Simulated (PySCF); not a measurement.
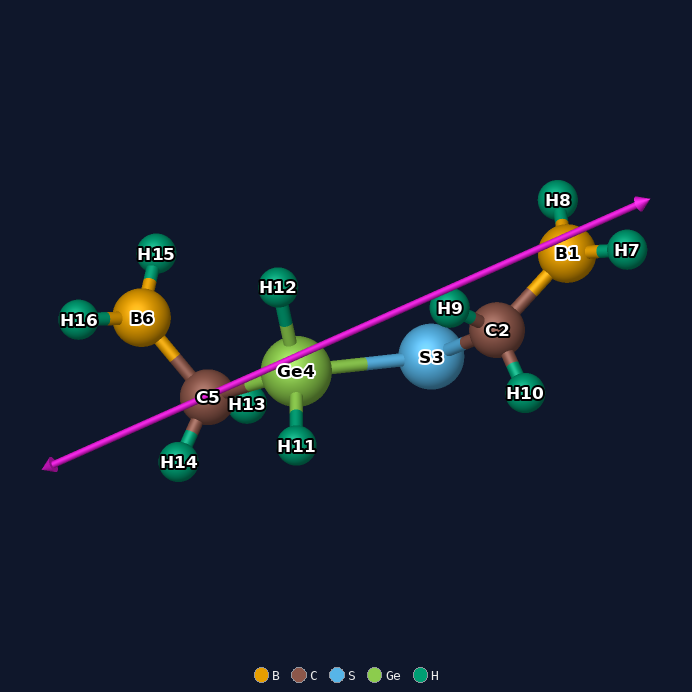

The double arrow shows the direction of the transition dipole to excited singlet state 7 (its length means nothing). The geometry was computed by an optimisation with GFN2-xTB. No frequency run is at hand to confirm it as a minimum. Properties computed with TDDFT CAM-B3LYP/def2-SVPD, vertical, gas phase, core orbitals frozen in the response (PySCF 2.14.0).

How is the transition polarised?

Close to the long direction B1···B6.

Give its energy, strength and character.

6.15 eV (202 nm), oscillator strength 0.023, of mixed character, with the largest part HOMO → LUMO+3 (weight 0.36); transition dipole 1.00 D.

The geometry is semi-empirical. Around B, Ge such bond lengths and angles can be off by a tenth of an ångström or more and by several degrees, and values that hang on the shape move with them.
